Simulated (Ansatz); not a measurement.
# The cluster AlCl₃: inputs that go wrong

Aim: try 2 inputs for the cluster AlCl₃ as typed, read how each ends, and find what has to change.

Method: the settings change from run to run; program: Ansatz 0.2.0, Gaussian basis.

**1. The molecule**

An earlier B3LYP-D4 in a triple-zeta def2 set relaxation fixed the geometry.

4 atoms, charge 0, spin multiplicity 1.

Atoms are counted from 1 here; the program's logs count them from 0.

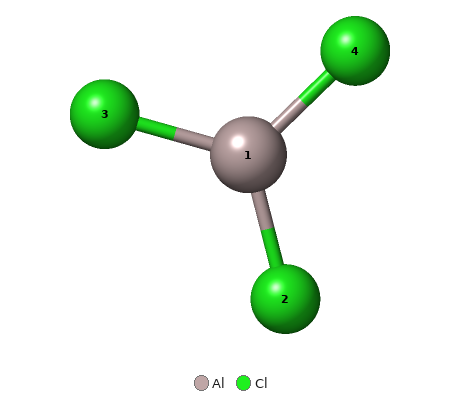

The geometry (aluminium light grey, chlorine green); atoms are numbered from 1 in the order of the file.

**2. Try 1**

File in.yaml:

```yaml
crystal:
  periodic: [false, false, false]
  atoms:
    - {symbol: Al, position_ang: [-0.186349, -0.049455, -0.061179]}
    - {symbol: Cl, position_ang: [-4.407214, -1.475246, 1.513756]}
    - {symbol: Cl, position_ang: [3.137640, 0.164396, 3.144187]}
    - {symbol: Cl, position_ang: [1.073912, 1.473803, -4.092690]}
basis:
  gaussian: {orbitals: "6-31G*", point_charges: [{charge: 2.00, position_ang: [3.956, -0.070, -0.187]}]}
hamiltonian: {xc: {name: B2GP-PLYP}}
scf: {lower_state_search: light}
```

The run is started by

```console
$ ansatz run in.yaml --threads 2 --pin off --events-out ev --progress --plain --max-ram 4352MiB
```

Output:

```text
Functional definition: B2GP-PLYP
  name "B2GP-PLYP"
  cite "Karton, Tarnopolsky, Lamère, Schatz & Martin, J. Phys. Chem. A 112, 12868 (2008) doi:10.1021/jp801805p"
  cite "Becke, Phys. Rev. A 38, 3098 (1988) doi:10.1103/PhysRevA.38.3098"
  cite "Lee, Yang & Parr, Phys. Rev. B 37, 785 (1988) doi:10.1103/PhysRevB.37.785"
  parameter a = 0.65
  parameter c = 0.36
  exchange = (1 - a)*b88_x + a*exact_x
  correlation = (1 - c)*lyp_c + c*(mp2_os + mp2_ss)
660 factors; integrals over basis functions are off by at most 5.1e-4 eV
mean field evaluation 1: about -44121.8536 eV, gradient 3.5e1 eV
mean field evaluation 2: about -44121.8596 eV, gradient 3.5e1 eV
mean field evaluation 4: about -44106.0566 eV, gradient 5.8e1 eV
mean field evaluation 8: about -44130.1307 eV, gradient 3.3e0 eV
mean field evaluation 16: about -44130.2398 eV, gradient 5.8e-2 eV
mean field evaluation 32: about -44130.2523 eV, gradient 2.3e-6 eV
mean field evaluation 64: about -44130.2472 eV, gradient 7.3e-2 eV
mean field evaluation 96: about -44130.2179 eV, gradient 1.8e0 eV
mean field evaluation 128: about -44067.2998 eV, gradient 5.8e1 eV
mean field -44130.25233607 eV, -1621.7568607911 hartree, gradient 2.4e-6 eV, S^2 0.000000; 6 other end points of the search recorded, 0 dependent functions left out; unrestricted orbitals would lower it
20 core orbitals not correlated: weight in the atoms' cores, before any rotation towards them, 1.000 or more for the frozen orbitals, at most 0.000 for the correlated occupied ones
reference -44130.25250608 eV, -1621.7568670391 hartree; 12, 12 occupied and 44, 44 virtual orbitals, 660 factors
second order -27.89605864 eV of doubles, -0.00000000 eV of singles
Total energy: -44140.29508719 eV, -1622.1259250878 hartree
```

It took 9 s on 2 threads of Arm Neoverse V2, shared host.

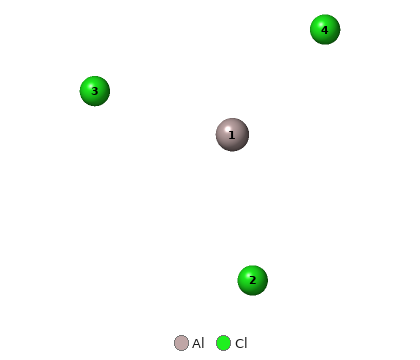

The geometry of this input.

What is wrong: It ended without an error, which proves nothing about the input. The geometry is stretched to more than twice its size. The shortest distance is 4.49 Å (Al1–Cl4), against 2.08 Å in the relaxed molecule. Its coordinates are also moved off the relaxed structure. Its energy is no property of the relaxed molecule. Fix: use the relaxed coordinates, and remove the point charge.

**3. Try 2**

File in.yaml:

```yaml
crystal:
  periodic: [false, false, false]
  atoms:
    - {symbol: Al, position_ang: [-0.000015, 0.000007, 0.000022]}
    - {symbol: Cl, position_ang: [-1.932212, -0.598736, 0.473846]}
    - {symbol: Cl, position_ang: [1.478150, -0.010081, 1.459970]}
    - {symbol: Cl, position_ang: [0.454078, 0.608810, -1.933828]}
basis:
  gaussian: {orbitals: def2-mTZVP, final_grid: {core_spheres: 8, valence_spheres: 7, degree: 23}}
hamiltonian: {xc: {name: B97}}
outputs: {forces: true}
```

Same command.

Output:

```text
Error: YAML parse error: error: line 11 column 1: unknown field `outputs`, expected one of crystal, accuracy, basis, kpoints, hamiltonian, magnetization, projection, total_charge, correlation, batch, efield, external_charges, scf, relax, neb, saddle, md, ramp, phonons, dielectric, real_time, elastic, magnetic_configurations, gw, evaluate, workflow, output, checkpoint, execution
  --> <input>:11:1
   |
 9 |   gaussian: {orbitals: def2-mTZVP, final_grid: {core_spheres: 8, …
10 | hamiltonian: {xc: {name: B97}}
11 | outputs: {forces: true}
   | ^ unknown field `outputs`, expected one of crystal, accuracy, basis, kpoints, hamiltonian, magnetization, projection, total_charge, correlation, batch, efield, external_charges, scf, relax, neb, saddle, md, ramp, phonons, dielectric, real_time, elastic, magnetic_configurations, gw, evaluate, workflow, output, checkpoint, execution
```

Run time: 0.05 s. Hardware: 2 threads of Arm Neoverse V2, shared host.

**Diagnosis.** Refused before any calculation. The input holds a key that doesn't belong there. Fix: remove the key, or spell it as the input reference has it.

**4. How the tries ended**

| try | level | ended | cause | time |
| --- | --- | --- | --- | --- |
| 1 | B2GP-PLYP/6-31G* | converged | the geometry is stretched to more than twice its size | 9 s |
| 2 | B97/def2-mTZVP | refused | the input holds a key that doesn't belong there | 0.05 s |

In words: 1 converged, 1 refused. A refusal costs next to no computing time. The dangerous case is the input that converges on a wrong geometry, charge, spin, basis or grid: often only a look at the input shows it.
